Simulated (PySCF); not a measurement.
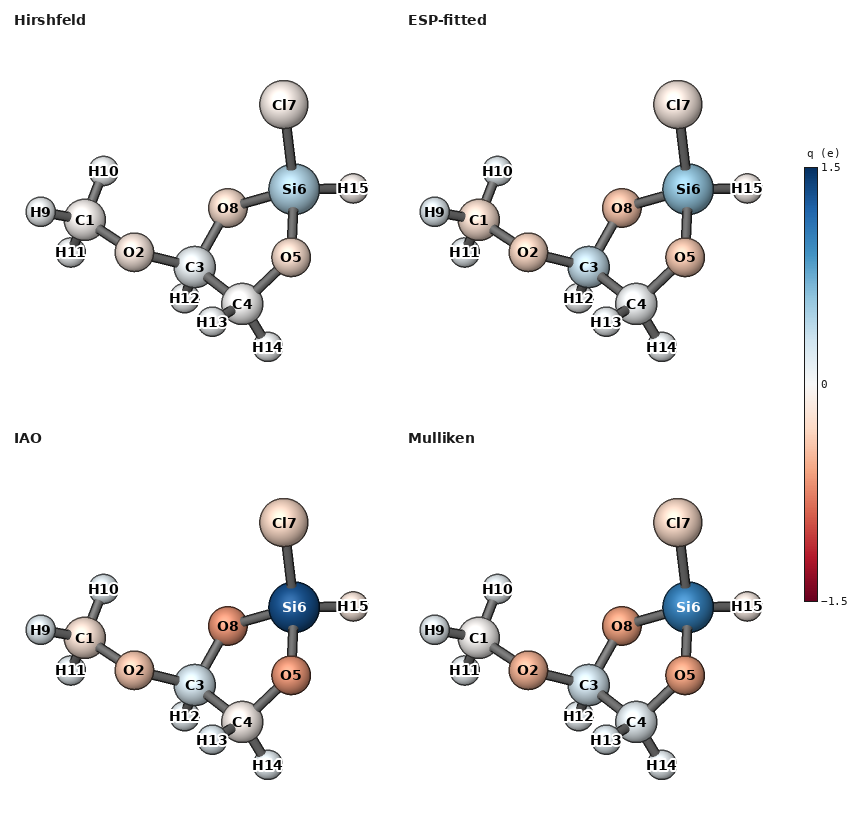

Atomic charges of one calculation by 4 schemes, on one colour scale. The geometry was computed by an optimisation with GFN2-xTB. No frequency run is at hand to confirm it as a minimum. Level of theory: PBE0/pcSseg-1 (PySCF 2.14.0).

On which atom do the schemes disagree most?

On Si6 (from 0.45 to 1.31 e).

List the charges (e), one line for each set of equivalent atoms.

```json
{"atom": "C1", "Hirshfeld": "−0.04", "ESP-fitted": "−0.22", "IAO": "−0.21", "Mulliken": "−0.03"}
{"atom": "O2", "Hirshfeld": "−0.14", "ESP-fitted": "−0.30", "IAO": "−0.39", "Mulliken": "−0.50"}
{"atom": "C3", "Hirshfeld": "0.11", "ESP-fitted": "0.35", "IAO": "0.25", "Mulliken": "0.27"}
{"atom": "C4", "Hirshfeld": "0.00", "ESP-fitted": "0.04", "IAO": "−0.07", "Mulliken": "0.13"}
{"atom": "O5", "Hirshfeld": "−0.24", "ESP-fitted": "−0.38", "IAO": "−0.65", "Mulliken": "−0.60"}
{"atom": "Si6", "Hirshfeld": "0.45", "ESP-fitted": "0.59", "IAO": "1.31", "Mulliken": "1.04"}
{"atom": "Cl7", "Hirshfeld": "−0.09", "ESP-fitted": "−0.13", "IAO": "−0.28", "Mulliken": "−0.27"}
{"atom": "O8", "Hirshfeld": "−0.24", "ESP-fitted": "−0.42", "IAO": "−0.66", "Mulliken": "−0.61"}
{"atom": "H9", "Hirshfeld": "0.05", "ESP-fitted": "0.14", "IAO": "0.16", "Mulliken": "0.12"}
{"atom": "H10", "Hirshfeld": "0.04", "ESP-fitted": "0.13", "IAO": "0.14", "Mulliken": "0.12"}
{"atom": "H11", "Hirshfeld": "0.04", "ESP-fitted": "0.10", "IAO": "0.12", "Mulliken": "0.09"}
{"atom": "H12", "Hirshfeld": "0.04", "ESP-fitted": "0.03", "IAO": "0.12", "Mulliken": "0.11"}
{"atom": "H13", "Hirshfeld": "0.05", "ESP-fitted": "0.07", "IAO": "0.17", "Mulliken": "0.14"}
{"atom": "H14", "Hirshfeld": "0.05", "ESP-fitted": "0.07", "IAO": "0.14", "Mulliken": "0.12"}
{"atom": "H15", "Hirshfeld": "−0.07", "ESP-fitted": "−0.06", "IAO": "−0.16", "Mulliken": "−0.11"}
```

The geometry is semi-empirical. Around Si such bond lengths and angles can be off by a tenth of an ångström or more and by several degrees, and values that hang on the shape move with them.
